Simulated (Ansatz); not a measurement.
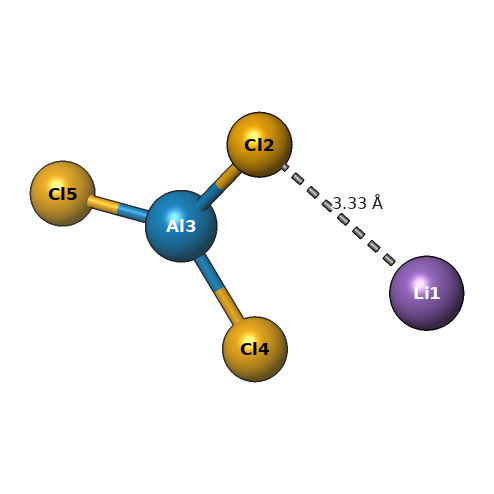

Two molecules or ions; the broken line marks their closest contact (measured against van der Waals radii). State: charge +1, singlet. Geometry: a pair of rigid molecules at a changed separation. Program: Ansatz 0.2.0.

**Which two species are they?**

Li and AlCl3 (`[Cl][Al]([Cl])[Cl].[Li+]`).

Give the counterpoise-corrected interaction energy (kcal/mol, monomers kept as in the pair) with RHF-CCSD(T) (frozen core)/def2-TZVPPD; ωB97M-V/def2-TZVPPD.

```tsv
level	interaction energy (kcal/mol)
RHF-CCSD(T) (frozen core)/def2-TZVPPD	−15.4
ωB97M-V/def2-TZVPPD	−16.0
```
